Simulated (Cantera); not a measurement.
Input: 1 mol MgO, a varied amount of SO₃, 35 mol N₂, held at 850 °C and 1.00 bar.

These are equilibrium values from Cantera (NASA tables, ideal gas, pure condensed phases), not measurements of a reactor. Candidate condensed phases: Mg, MgO, MgS, MgSO₄, S; 22 gas species. Mutual solubility and eutectic melting of coexisting phases are not modelled. Equilibrium is a limit: real reactors are often held back by kinetics, nucleation or transport.

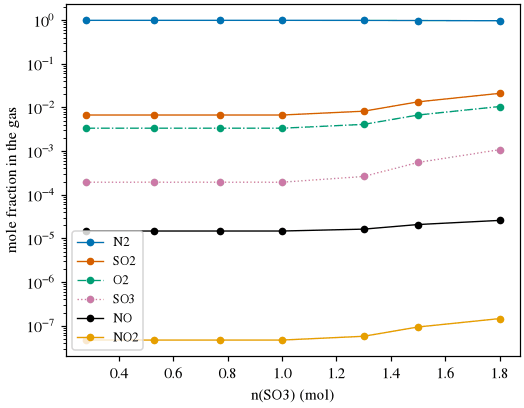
Fig. 1. Equilibrium gas composition (values under 1e-9 drawn at 1e-9)

From 0.28 mol SO₃ to 1 mol SO₃ the condensed part is MgO(s) + MgSO₄(s). From 1.3 mol SO₃ to 1.8 mol SO₃ the condensed part is MgSO₄(s).
